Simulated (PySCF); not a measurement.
# Si2H6S: NMR shifts and electronic excitations in gas and solvents

Aim: compute the NMR shifts and electronic excitations of Si2H6S (`[SiH3][SiH2]S`), and see what a dielectric continuum does where one was used.

The runs use PySCF 2.14.0, with density-fitted response routines of our own; the level of theory stands in each step. All values are computed, except where a source is named. Atoms count from 0, in the outputs and in this text.

## Step 1: Starting geometry

9 atoms, charge 0, multiplicity 1; geometry from: GFN2-xTB.

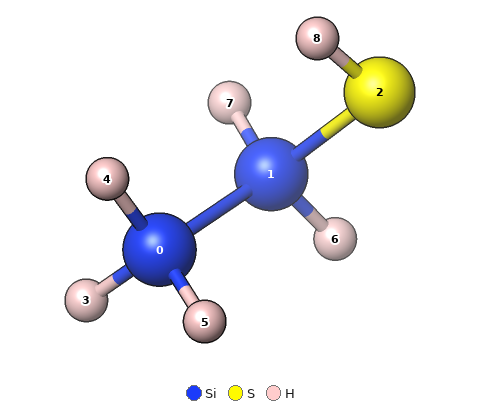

As it starts; silicon blue, sulfur yellow, hydrogen pink, atoms numbered; sticks join atoms by distance.

## Step 2: Optimising the geometry at PBE0-D3(BJ)/def2-SVP

What the job is given:

```
{"job": {"xc": "PBE0", "basis": "def2-SVP", "d3": "d3bj", "grid": 1, "kind": "geom"}, "charge": 0, "multiplicity": 1}
Si    -1.299595     0.518133     0.137661
Si     0.533199    -0.862271    -0.160338
S      2.307552    -0.024666     0.752608
H     -2.451613    -0.074423    -0.542098
H     -1.084763     1.851127    -0.436018
H     -1.651066     0.708209     1.545795
H      0.483314    -2.154686     0.513820
H      0.911249    -1.106976    -1.554763
H      2.265284     1.151546     0.145392
```

The program printed:

```text
step   0  E = -980.10216824  max force = 0.018138
step   1  E = -980.10678922  max force = 0.005602
step   2  E = -980.10719654  max force = 0.002675
step   3  E = -980.10724086  max force = 0.000497
step   4  E = -980.10724620  max force = 0.000223
optimisation converged
```

It took 31 s on 1 thread, shared host.

The steps of the relaxation:

| step | energy from step 0 (eV) | largest force component (eV/Å) |
| --- | --- | --- |
| 0 | 0.0000 | 0.9327 |
| 1 | -0.1257 | 0.2881 |
| 2 | -0.1368 | 0.1376 |
| 3 | -0.1380 | 0.0256 |
| 4 | -0.1382 | 0.0115 |

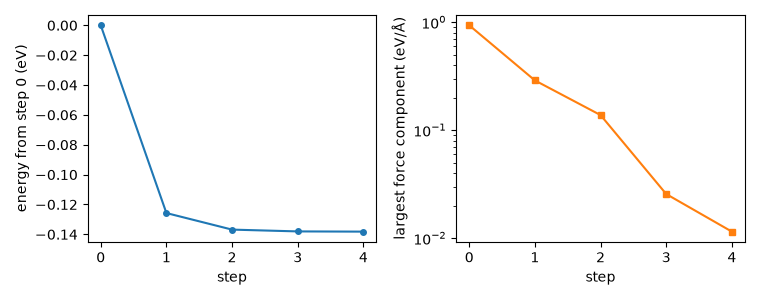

Energy and largest force along the relaxation.

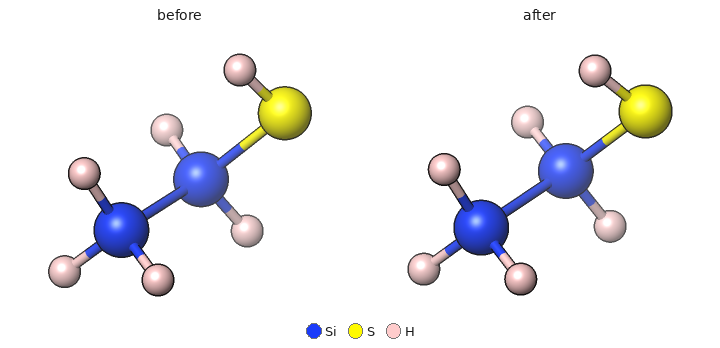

Before and after, at one scale.

Close pairs (by a distance rule), those that changed most:

| bond | before (Å) | after (Å) | change (Å) |
| --- | --- | --- | --- |
| Si1–H6 | 1.459 | 1.493 | +0.034 |
| Si0–H3 | 1.463 | 1.496 | +0.033 |
| Si1–H7 | 1.465 | 1.496 | +0.031 |
| Si0–H5 | 1.464 | 1.494 | +0.030 |
| Si0–H4 | 1.467 | 1.497 | +0.030 |
| Si0–Si1 | 2.314 | 2.342 | +0.029 |
| S2–H8 | 1.324 | 1.351 | +0.027 |
| Si1–S2 | 2.164 | 2.157 | -0.007 |

The final coordinates are the input of the step that follows.

| at the end point | value |
| --- | --- |
| point group (found at 0.08 Å tolerance) | C1 |
| rotational constants (GHz, main isotopes) | 10.043, 2.222, 1.918 |
| dipole moment (D) | 1.16 |

## Step 3: NMR shieldings: PBE0/pcSseg-1 in cyclohexane

What the job is given:

```
{"job": {"kind": "nmr", "xc": "PBE0", "basis": "pcSseg-1", "solvent": "cyclohexane", "pop": true}, "charge": 0, "multiplicity": 1}
Si    -1.233588     0.331638     0.014288
Si     0.724868    -0.932166    -0.216804
S      2.335534     0.060677     0.818688
H     -2.385323    -0.301334    -0.700941
H     -0.996658     1.691030    -0.565015
H     -1.568302     0.476650     1.462928
H      0.605665    -2.257392     0.459381
H      1.047936    -1.158476    -1.660242
H      2.192335     1.230627     0.157618
```

Level: GIAO PBE0/pcSseg-1 NMR shielding, non-relativistic, IEF-PCM cyclohexane.

The program printed:

```text
coarse grid: 8592 points
cycle   1  E = -980.3398785344  dE = -1.580e-01  |g| = 2.079e-01  |ddm| = 2.586e+00
cycle   2  E = -980.3414424048  dE = -1.564e-03  |g| = 2.045e-01  |ddm| = 5.451e-01
cycle   3  E = -980.3533892483  dE = -1.195e-02  |g| = 1.925e-02  |ddm| = 2.964e-01
cycle   4  E = -980.3534616128  dE = -7.236e-05  |g| = 3.837e-03  |ddm| = 2.569e-02
cycle   5  E = -980.3534661569  dE = -4.544e-06  |g| = 1.620e-03  |ddm| = 8.253e-03
final grid: 67832 points
cycle   6  E = -980.3716489874  dE = -8.690e-06  |g| = 3.288e-03  |ddm| = 1.397e-02
cycle   7  E = -980.3716491622  dE = -1.748e-07  |g| = 3.018e-03  |ddm| = 7.662e-03
cycle   8  E = -980.3716513690  dE = -2.207e-06  |g| = 1.735e-04  |ddm| = 3.978e-03
cycle   9  E = -980.3716513784  dE = -9.406e-09  |g| = 5.819e-05  |ddm| = 3.377e-04
cycle  10  E = -980.3716513796  dE = -1.152e-09  |g| = 1.010e-05  |ddm| = 8.864e-05
cycle  11  E = -980.3716513796  dE = -2.774e-11  |g| = 1.644e-06  |ddm| = 1.611e-05
converged SCF energy = -980.3716513796

GIAO shielding tensors (ppm)
atom      isotropic    diamagn.    paramagn.     s11        s22        s33       span
  0 Si     451.207     880.004    -428.797    440.962    445.491    467.168     26.206
  1 Si     401.473     879.278    -477.805    344.989    402.914    456.517    111.528
  2 S      773.576    1057.258    -283.681    662.971    709.412    948.346    285.375
  3 H       27.630      28.551      -0.921     24.389     25.056     33.445      9.056
  4 H       27.820      29.207      -1.386     24.711     26.270     32.480      7.769
  5 H       27.675      28.806      -1.132     24.599     25.806     32.618      8.020
  6 H       26.569      28.318      -1.749     23.156     24.769     31.782      8.626
  7 H       26.425      28.436      -2.012     22.148     24.913     32.212     10.064
  8 H       31.029      30.232       0.797     22.689     27.962     42.438     19.749
```

Wall time 21 s (1 thread, shared host).

Shifts follow as δ = σ(reference) − σ, with reference shieldings (ppm) from runs at the same level and on the same kind of geometry: 1H TMS 31.26, 29Si TMS 351.9, 33S CS2 496. The references are single molecules in the same continuum. Atoms listed in one row are averaged.

| atoms | environment | σ (ppm) | δ (ppm) |
| --- | --- | --- | --- |
| H6, H7 | hydrogen on a silicon bonded to S, Si | 26.50 | 4.76 |
| H3, H4, H5 | hydrogen on a silicon bonded to Si | 27.71 | 3.55 |
| H8 | hydrogen on a sulfur bonded to Si | 31.03 | 0.23 |
| Si1 | silicon bonded to S, Si, 2 H | 401.5 | -49.5 |
| Si0 | silicon bonded to Si, 3 H | 451.2 | -99.3 |
| S2 | sulfur bonded to Si, H | 774 | -278 |

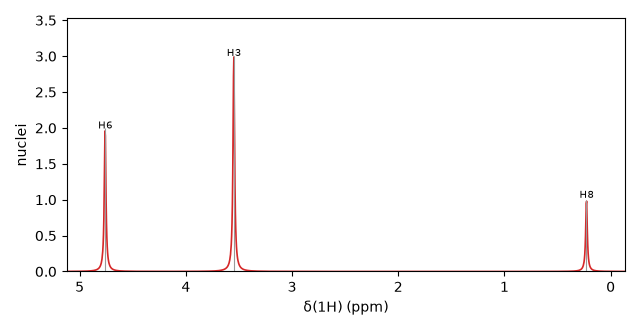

1H lines at the computed shifts, without couplings. Lines are broadened to a width of 0.02 ppm (Lorentzian).

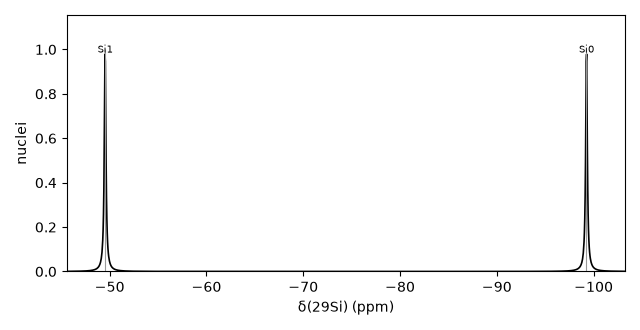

29Si lines at the computed shifts, without couplings. Lines are broadened to a width of 0.20 ppm (Lorentzian).

Charges from the same density, by scheme (e):

| atoms | Mulliken | IAO | Hirshfeld | ESP fit |
| --- | --- | --- | --- | --- |
| Si0 | 0.19 | 0.27 | 0.21 | 0.14 |
| Si1 | 0.26 | 0.39 | 0.23 | 0.24 |
| S2 | -0.39 | -0.32 | -0.15 | -0.38 |

IAO charges:

| atom | value (e) |
| --- | --- |
| Si0 | 0.27 |
| Si1 | 0.39 |
| S2 | -0.32 |
| H3 | -0.09 |
| H4 | -0.09 |
| H5 | -0.09 |
| H6 | -0.09 |
| H7 | -0.10 |
| H8 | 0.11 |

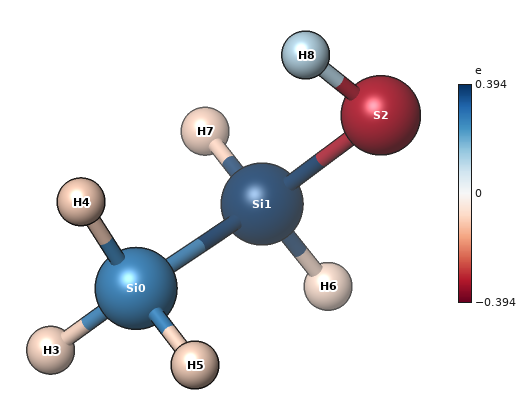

IAO charges, as colours on the atoms.

Mayer bond orders: Si0–Si1 0.89, Si1–S2 0.97.

## Step 4: Nuclear shieldings: PBE0/pcSseg-1 in dichloromethane

Same as in step 3 but for these lines:

```diff
@@ -1,2 +1,2 @@
-{"job": {"kind": "nmr", "xc": "PBE0", "basis": "pcSseg-1", "solvent": "cyclohexane", "pop": true}, "charge": 0, "multiplicity": 1}
+{"job": {"kind": "nmr", "xc": "PBE0", "basis": "pcSseg-1", "solvent": "dichloromethane", "pop": false}, "charge": 0, "multiplicity": 1}
 Si    -1.233588     0.331638     0.014288
```

Method: GIAO PBE0/pcSseg-1 NMR shielding, non-relativistic, IEF-PCM dichloromethane.

The program printed:

```text
coarse grid: 8592 points
cycle   1  E = -980.3432961309  dE = -1.613e-01  |g| = 1.995e-01  |ddm| = 2.586e+00
cycle   2  E = -980.3460753546  dE = -2.779e-03  |g| = 1.850e-01  |ddm| = 4.929e-01
cycle   3  E = -980.3554343496  dE = -9.359e-03  |g| = 1.827e-02  |ddm| = 2.579e-01
cycle   4  E = -980.3554960661  dE = -6.172e-05  |g| = 2.943e-03  |ddm| = 2.184e-02
cycle   5  E = -980.3554986913  dE = -2.625e-06  |g| = 1.202e-03  |ddm| = 6.282e-03
final grid: 67832 points
cycle   6  E = -980.3736837326  dE = -8.687e-06  |g| = 3.233e-03  |ddm| = 1.378e-02
cycle   7  E = -980.3736839754  dE = -2.428e-07  |g| = 2.910e-03  |ddm| = 7.272e-03
cycle   8  E = -980.3736859107  dE = -1.935e-06  |g| = 1.530e-04  |ddm| = 3.692e-03
cycle   9  E = -980.3736859176  dE = -6.951e-09  |g| = 4.764e-05  |ddm| = 2.741e-04
cycle  10  E = -980.3736859184  dE = -7.722e-10  |g| = 9.347e-06  |ddm| = 7.342e-05
converged SCF energy = -980.3736859184

GIAO shielding tensors (ppm)
atom      isotropic    diamagn.    paramagn.     s11        s22        s33       span
  0 Si     450.654     879.967    -429.313    440.001    445.203    466.757     26.756
  1 Si     400.682     879.274    -478.592    344.277    402.260    455.508    111.231
  2 S      782.091    1057.574    -275.483    677.811    717.422    951.039    273.228
  3 H       27.623      28.542      -0.919     24.391     25.046     33.432      9.041
  4 H       27.770      29.171      -1.402     24.644     26.226     32.439      7.796
  5 H       27.708      28.850      -1.142     24.640     25.865     32.619      7.979
  6 H       26.558      28.321      -1.763     23.123     24.780     31.770      8.646
  7 H       26.413      28.427      -2.013     22.131     24.903     32.206     10.075
  8 H       30.549      29.972       0.577     22.137     27.260     42.250     20.112
```

It took 14 s on 1 thread, shared host.

In short: δ Si1 -48.9, Si0 -98.8, S2 -287, H6 4.76, H3 3.54 ppm (means over like atoms).

## Step 5: TDDFT and polarisability: CAM-B3LYP/def2-SVPD

Same as in step 4 but for these lines:

```diff
@@ -1,2 +1,2 @@
-{"job": {"kind": "nmr", "xc": "PBE0", "basis": "pcSseg-1", "solvent": "dichloromethane", "pop": false}, "charge": 0, "multiplicity": 1}
+{"job": {"kind": "uv", "xc": "CAM-B3LYP", "basis": "def2-SVPD", "dynamic": true, "nstates": 6, "ntriplets": 0}, "charge": 0, "multiplicity": 1}
 Si    -1.233588     0.331638     0.014288
```

Level: TDDFT CAM-B3LYP/def2-SVPD, vertical, gas phase, core orbitals frozen in the response.

The program printed:

```text
coarse grid: 8592 points
cycle   1  E = -980.3785616352  dE = -2.040e-01  |g| = 2.396e-01  |ddm| = 2.966e+00
cycle   2  E = -980.3901652619  dE = -1.160e-02  |g| = 1.819e-01  |ddm| = 6.726e-01
cycle   3  E = -980.4011966106  dE = -1.103e-02  |g| = 1.925e-02  |ddm| = 3.193e-01
cycle   4  E = -980.4013607523  dE = -1.641e-04  |g| = 4.786e-03  |ddm| = 5.954e-02
cycle   5  E = -980.4013696746  dE = -8.922e-06  |g| = 1.124e-03  |ddm| = 1.188e-02
final grid: 67832 points
cycle   6  E = -980.5099767272  dE = -2.555e-06  |g| = 6.898e-04  |ddm| = 1.512e-02
cycle   7  E = -980.5099768489  dE = -1.217e-07  |g| = 4.108e-04  |ddm| = 2.329e-03
cycle   8  E = -980.5099769102  dE = -6.130e-08  |g| = 3.477e-05  |ddm| = 6.899e-04
cycle   9  E = -980.5099769109  dE = -7.203e-10  |g| = 1.267e-05  |ddm| = 1.520e-04
converged SCF energy = -980.5099769109

Static polarisability (au): isotropic 81.522, principal 69.413 78.254 96.900

Singlet excitations
state   eV       nm        f      main configurations
  1   5.7417    215.9   0.03433   H->L 0.96
  2   5.9021    210.1   0.00470   H->L+1 0.74, H->L+4 0.09
  3   6.7301    184.2   0.00584   H->L+3 0.78, H->L+2 0.09
  4   6.9998    177.1   0.05259   H->L+2 0.63, H-1->L 0.10
  5   7.1715    172.9   0.03266   H->L+4 0.63, H->L+1 0.13
  6   7.2912    170.0   0.08053   H-1->L 0.67, H->L+5 0.09
```

Wall time 24 s (1 thread, shared host).

Frontier orbitals and where they lie:

| orbital | eV | atoms |
| --- | --- | --- |
| HOMO−3 | -11.12 | Si0 26 %, Si1 19 %, H5 16 % |
| HOMO−2 | -10.86 | S2 34 %, Si1 19 %, Si0 16 % |
| HOMO−1 | -10.02 | S2 36 %, Si1 25 %, Si0 20 % |
| HOMO | -8.60 | S2 63 %, Si1 14 %, Si0 10 % |
| LUMO | 0.47 | S2 35 %, Si1 24 %, Si0 14 % |
| LUMO+1 | 0.79 | S2 27 %, Si1 22 %, Si0 19 % |
| LUMO+2 | 1.07 | Si0 41 %, Si1 13 %, H5 11 % |

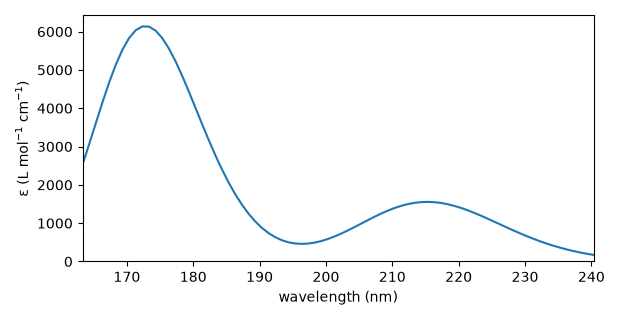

Absorption spectrum: each of the 6 states is a Gaussian band of 0.4 eV half-width at 1/e. Beyond the last state computed it falls off for lack of states.

Ground-state properties from the same run:

| property | computed |
| --- | --- |
| dipole moment (D) | 1.17 |
| polarisability (Å³) | 12.08 |
| HOMO–LUMO gap (eV) | 9.07 |
| −ε(HOMO) (eV) | 8.60 |
| C6 with itself (au) | 2128 |

## Step 6: Excited states and response: CAM-B3LYP/def2-SVPD in cyclohexane

Same as in step 5 but for these lines:

```diff
@@ -1,2 +1,2 @@
-{"job": {"kind": "uv", "xc": "CAM-B3LYP", "basis": "def2-SVPD", "dynamic": true, "nstates": 6, "ntriplets": 0}, "charge": 0, "multiplicity": 1}
+{"job": {"kind": "uv", "xc": "CAM-B3LYP", "basis": "def2-SVPD", "solvent": "cyclohexane", "nstates": 6, "ntriplets": 0}, "charge": 0, "multiplicity": 1}
 Si    -1.233588     0.331638     0.014288
```

Method: TDDFT CAM-B3LYP/def2-SVPD, vertical, IEF-PCM cyclohexane (non-equilibrium linear response), core orbitals frozen in the response.

The program printed:

```text
coarse grid: 8592 points
cycle   1  E = -980.3814477017  dE = -2.067e-01  |g| = 2.308e-01  |ddm| = 2.967e+00
cycle   2  E = -980.3939904311  dE = -1.254e-02  |g| = 1.617e-01  |ddm| = 6.427e-01
cycle   3  E = -980.4025316617  dE = -8.541e-03  |g| = 1.856e-02  |ddm| = 2.913e-01
cycle   4  E = -980.4026831841  dE = -1.515e-04  |g| = 4.722e-03  |ddm| = 5.874e-02
cycle   5  E = -980.4026919436  dE = -8.760e-06  |g| = 9.101e-04  |ddm| = 1.156e-02
final grid: 67832 points
cycle   6  E = -980.5112958194  dE = -2.500e-06  |g| = 5.212e-04  |ddm| = 1.498e-02
cycle   7  E = -980.5112959052  dE = -8.579e-08  |g| = 2.562e-04  |ddm| = 1.943e-03
cycle   8  E = -980.5112959288  dE = -2.364e-08  |g| = 3.461e-05  |ddm| = 4.719e-04
cycle   9  E = -980.5112959295  dE = -6.839e-10  |g| = 8.526e-06  |ddm| = 1.305e-04
converged SCF energy = -980.5112959295

Static polarisability (au): isotropic 92.594, principal 79.013 89.247 109.521

Singlet excitations
state   eV       nm        f      main configurations
  1   5.7659    215.0   0.05272   H->L 0.94
  2   5.9663    207.8   0.00483   H->L+1 0.74, H->L+4 0.08
  3   6.7646    183.3   0.01129   H->L+3 0.79, H->L+2 0.09
  4   7.0194    176.6   0.09163   H->L+2 0.65, H-1->L 0.12
  5   7.1999    172.2   0.05943   H->L+4 0.55, H-1->L 0.14, H->L+1 0.12
  6   7.2801    170.3   0.14843   H-1->L 0.57, H->L+4 0.10
```

Wall time 21 s (1 thread, shared host).

This run: HOMO -8.56 eV, LUMO 0.55 eV; lowest singlet 5.77 eV.

## Step 7: Excited states and response: CAM-B3LYP/def2-SVPD in dichloromethane

Same as in step 6 but for these lines:

```diff
@@ -1,2 +1,2 @@
-{"job": {"kind": "uv", "xc": "CAM-B3LYP", "basis": "def2-SVPD", "solvent": "cyclohexane", "nstates": 6, "ntriplets": 0}, "charge": 0, "multiplicity": 1}
+{"job": {"kind": "uv", "xc": "CAM-B3LYP", "basis": "def2-SVPD", "solvent": "dichloromethane", "nstates": 6, "ntriplets": 0}, "charge": 0, "multiplicity": 1}
 Si    -1.233588     0.331638     0.014288
```

Level: TDDFT CAM-B3LYP/def2-SVPD, vertical, IEF-PCM dichloromethane (non-equilibrium linear response), core orbitals frozen in the response.

The program printed:

```text
coarse grid: 8592 points
cycle   1  E = -980.3847529653  dE = -2.099e-01  |g| = 2.219e-01  |ddm| = 2.968e+00
cycle   2  E = -980.3976507166  dE = -1.290e-02  |g| = 1.440e-01  |ddm| = 6.186e-01
cycle   3  E = -980.4042651949  dE = -6.614e-03  |g| = 1.823e-02  |ddm| = 2.672e-01
cycle   4  E = -980.4044110217  dE = -1.458e-04  |g| = 4.542e-03  |ddm| = 5.863e-02
cycle   5  E = -980.4044192805  dE = -8.259e-06  |g| = 7.582e-04  |ddm| = 1.167e-02
final grid: 67832 points
cycle   6  E = -980.5130188993  dE = -2.461e-06  |g| = 4.438e-04  |ddm| = 1.487e-02
cycle   7  E = -980.5130189702  dE = -7.095e-08  |g| = 2.055e-04  |ddm| = 1.786e-03
cycle   8  E = -980.5130189857  dE = -1.545e-08  |g| = 3.895e-05  |ddm| = 4.562e-04
cycle   9  E = -980.5130189865  dE = -7.935e-10  |g| = 9.221e-06  |ddm| = 1.224e-04
converged SCF energy = -980.5130189865

Static polarisability (au): isotropic 108.551, principal 94.485 105.600 125.569

Singlet excitations
state   eV       nm        f      main configurations
  1   5.8176    213.1   0.05783   H->L 0.92
  2   6.0725    204.2   0.00394   H->L+1 0.73
  3   6.8302    181.5   0.01273   H->L+3 0.80
  4   7.0708    175.3   0.09748   H->L+2 0.63, H-1->L 0.17
  5   7.2579    170.8   0.09965   H->L+4 0.36, H-1->L 0.33
  6   7.3173    169.4   0.13381   H-1->L 0.33, H->L+4 0.25, H->L+1 0.09
```

Wall time 18 s (1 thread, shared host).

This run: HOMO -8.54 eV, LUMO 0.62 eV; lowest singlet 5.82 eV.

## Step 8: Side by side: NMR shifts

Shifts (ppm), means over like atoms, with basis size and wall time:

| run | H6 | H3 | H8 | Si1 | Si0 | S2 | functions | time |
| --- | --- | --- | --- | --- | --- | --- | --- | --- |
| PBE0/pcSseg-1 in cyclohexane | 4.76 | 3.55 | 0.23 | -49.5 | -99.3 | -278 | 102 | 21 s |
| PBE0/pcSseg-1 in dichloromethane | 4.76 | 3.54 | 0.69 | -48.9 | -98.8 | -287 | 102 | 14 s |

The continuum's effect on the ground state:

| solvent | ε | polarisation energy (Eh) | μ (D) |
| --- | --- | --- | --- |
| cyclohexane | 2.02 | -0.0017 | 1.58 |
| dichloromethane | 8.93 | -0.0042 | 1.84 |

## Step 9: Comparing the runs: electronic excitations

Excitations and ground-state properties, with basis size and wall time:

| run | lowest singlet (eV) | brightest (eV) | f | gap (eV) | α (Å³) | μ (D) | functions | time |
| --- | --- | --- | --- | --- | --- | --- | --- | --- |
| CAM-B3LYP/def2-SVPD | 5.74 | 7.29 | 0.081 | 9.07 | 12.08 | 1.17 | 123 | 24 s |
| CAM-B3LYP/def2-SVPD in cyclohexane | 5.77 | 7.28 | 0.148 | 9.11 | 13.72 | 1.35 | 123 | 21 s |
| CAM-B3LYP/def2-SVPD in dichloromethane | 5.82 | 7.32 | 0.134 | 9.16 | 16.09 | 1.60 | 123 | 18 s |

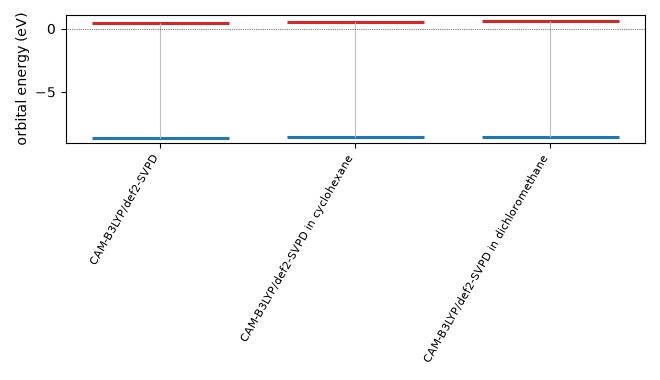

HOMO (blue) and LUMO (red) run by run.

The continuum's effect on the ground state:

| solvent | ε | polarisation energy (Eh) | μ (D) |
| --- | --- | --- | --- |
| cyclohexane | 2.02 | -0.0014 | 1.35 |
| dichloromethane | 8.93 | -0.0035 | 1.60 |

## Step 10: Outcome

| quantity | value |
| --- | --- |
| point group | C1 |
| rotational constants (main isotopes) | 10.04, 2.22, 1.92 GHz |
| 1H shifts against TMS (PBE0/pcSseg-1, cyclohexane, means over atoms taken as alike) | 4.76, 3.55, 0.23 ppm |
| 29Si shifts against TMS (PBE0/pcSseg-1, cyclohexane) | -49.5, -99.3 ppm |
| 33S shifts against CS2 (PBE0/pcSseg-1, cyclohexane) | -278 ppm |
| lowest singlet (CAM-B3LYP/def2-SVPD) | 5.74 eV (216 nm), f = 0.034 |
| brightest single state of those computed | state 6, 7.29 eV, f = 0.081 |
| range of the shift of S2 | -287 to -278 ppm |
| range of the lowest singlet | 5.74 to 5.82 eV |

**Reading.** Over 4 steps the energy fell by 0.138 eV; of the close pairs, Si1–H6 changed most, 1.459 to 1.493 Å. No frequency check was run at this level, so the end point may be a saddle. At PBE0/pcSseg-1: The largest span, 285 ppm, is at S2, where the paramagnetic term is -284 ppm. The lowest singlet, at 5.74 eV, is HOMO→LUMO 0.96 and is weak; of the 6 states computed, the strongest absorption comes from state 6 at 7.29 eV (the last computed, so partners may be missing). In ppm, S2 moves most: its shift spreads over 9 ppm, from -287 (PBE0/pcSseg-1 in dichloromethane) to -278 (PBE0/pcSseg-1 in cyclohexane). The continuum holds electrostatics alone: no hydrogen bonds to the solvent, and the gas-phase geometry is kept. The lowest singlet runs from 5.74 eV (CAM-B3LYP/def2-SVPD) to 5.82 eV (CAM-B3LYP/def2-SVPD in dichloromethane), while the orbital gap spans 9.07 to 9.16 eV. The lowest state need not be the same one in every run.
